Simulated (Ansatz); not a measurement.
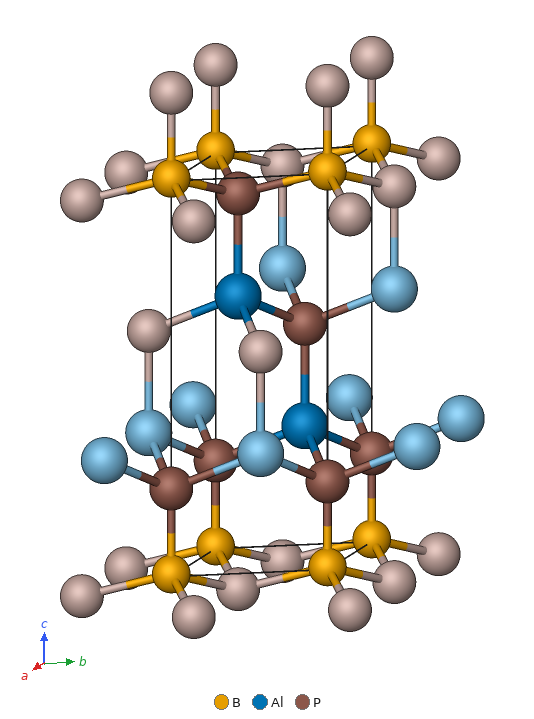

Ball-and-stick drawing of the structure, looking slightly off an axis. Lines trace the edges of the conventional unit cell. Atoms of adjacent cells appear where they bond to atoms in the box, in fainter colours.

Al2BP3, space group P3m1 (No. 156), a = 3.657 Å, b = 3.657 Å, c = 9.136 Å, α = 90.00°, β = 90.00°, γ = 120.00°. The initial geometry was a structure type filled with these elements by a generator (whether the compound takes this form wasn't checked). Earlier steps of the study, as a rule a relaxation of our own, may have changed the cell and positions, so they can lie some per cent off the listed ones. It was run through Ansatz as a DFT input.

This one geometry was computed with Ansatz (DFT, plane waves, PAW) at four levels of theory: HSE06, PBE, r2SCAN and PBE0. It was relaxed beforehand with r2SCAN.

Which level gives the highest pressure at this volume, and what does that say about its equilibrium volume?

Answer. Highest: PBE (1.2 GPa), which points to the largest equilibrium volume. Lowest, with the smallest volume: HSE06 (-0.6 GPa) and PBE0 (-0.7 GPa). Levels within 0.5 GPa of each other can't be told apart.

How does the band gap change with the level of theory?

Answer. PBE: a gap of 1.07 eV, indirect; r2SCAN: a gap of 1.36 eV, indirect; HSE06: a gap of 1.74 eV, indirect; PBE0: a gap of 2.42 eV, indirect.

Collect the results in a table.

Answer.
| level | cutoff (eV) | k-mesh of the run's cell | gap (eV) | pressure (GPa) |
| --- | --- | --- | --- | --- |
| HSE06 | 420 | 6×6×2 | 1.74 | -0.6 |
| PBE | 420 | 12×12×4 | 1.07 | 1.2 |
| r2SCAN | 500 | 12×12×4 | 1.36 | 0.0 |
| PBE0 | 420 | 6×6×2 | 2.42 | -0.7 |

Gaps are taken on the k-mesh or band path of each run.
